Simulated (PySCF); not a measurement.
C3H11BN2Si (SMILES BN1C[C@H](C)N[SiH2]1)

Input

```
{"job": {"kind": "uv", "xc": "CAM-B3LYP", "basis": "def2-SVPD", "nstates": 8, "ntriplets": 3}, "charge": 0, "multiplicity": 1}
B      2.523132    -0.809102     0.329322
N      1.346378    -0.194699    -0.073360
C      0.094634    -0.921215    -0.205603
C     -1.069889     0.060029    -0.041458
C     -2.333570    -0.429066    -0.739622
N     -0.589808     1.296257    -0.628724
Si     1.111153     1.476580    -0.535171
H      3.498698    -0.162878     0.374164
H      2.521378    -1.946405     0.621913
H      0.041589    -1.364545    -1.207022
H      0.041686    -1.727248     0.528190
H     -1.284626     0.196034     1.031351
H     -2.620790    -1.404218    -0.354315
H     -3.154383     0.265173    -0.572519
H     -2.157362    -0.509154    -1.809570
H     -1.260317     2.044902    -0.645042
H      1.643413     1.784211    -1.863829
H      1.639926     2.351663     0.514880
```

Launched as:

```sh
OMP_NUM_THREADS=1 python probes_run.py task.json out
```

Geometry: GFN2-xTB.

The calculation used CAM-B3LYP/def2-SVPD, SCF density, gas phase (PySCF).

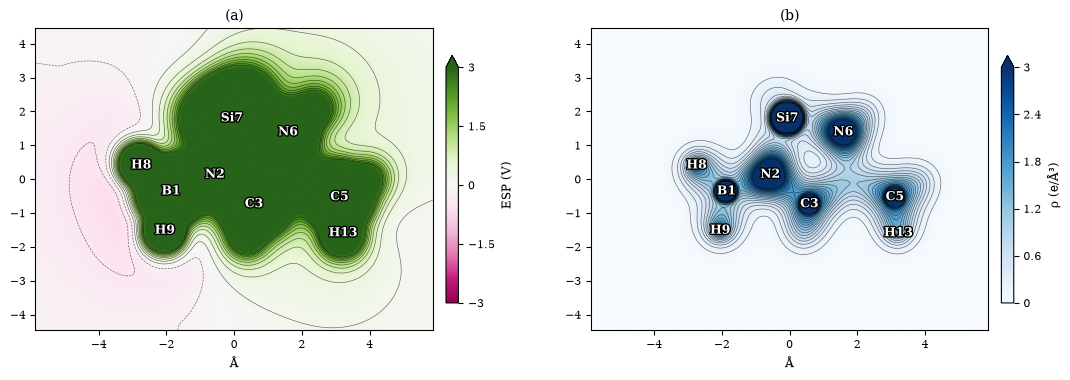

Figure 1. (a) electrostatic potential; (b) electron density on the plane of atoms N2, B1 and H8.

Question: What does the map show?

Answer:
- Atoms in the plane: B, N, C, Si and H.
- B–N (1.39 Å): ρ at the midpoint is about 2 e/Å³.
- C–N (1.45 Å): ρ at the midpoint is about 1.9 e/Å³.
- Si–N (1.71 Å): the density is about 1.1 e/Å³ at the midpoint.
- C–H (1.09 Å): ρ is about 1.9 e/Å³ halfway.
- B–H (1.17 Å): ρ at the midpoint is about 1.2 e/Å³.
- Outside the dense part of the molecule the potential is most negative (−0.6 V) near H9.

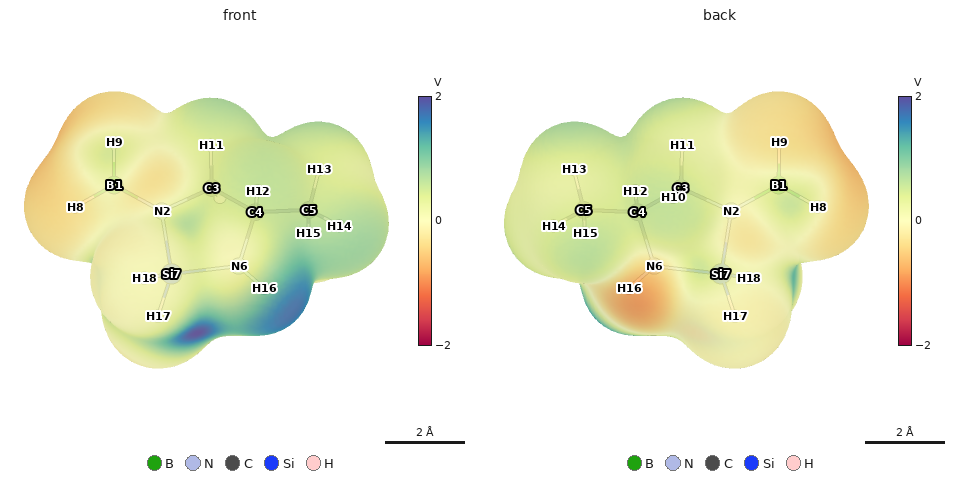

Figure 2. The molecular electrostatic potential painted on the density surface at 0.002 e/bohr³, seen from the front and from behind; red is negative and blue positive.

Question: Where is the surface potential most negative and most positive?

Answer: The most negative region (about −0.9 V, or −21 kcal/mol for a unit charge) lies over N6, the most positive (about +1.8 V, or +42 kcal/mol for a unit charge) over Si7 and H16.

Question: What dipole moment does the calculation give?

Answer: Its dipole moment is 2.44 D.
